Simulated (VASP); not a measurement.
Band structure of Ir (relaxed from the beta-Sn structure, space group I4_1/amd). Method: PBEsol GGA, VASP's PBE PAW potentials (set 64) (plane waves; VASP).

Unless said otherwise, spin-orbit coupling is left out, though it shifts the bands of the heavy elements here.

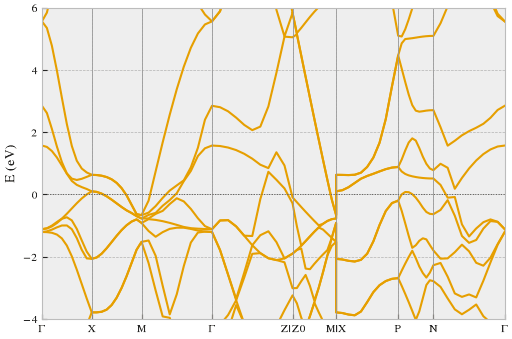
Bands along high-symmetry lines, zero at the valence-band maximum or, without a gap, the Fermi level

**Question.** Read the plot: is there a gap, and where are the band edges?

**Answer.** It has no gap at this level: it comes out as a metal or semimetal. (Edges off the drawn lines would not show.)

The structure was generated: Ir was put into the beta-Sn type (I4_1/amd), which need not be its known phase. It was relaxed first, which changed the volume by +6 %.
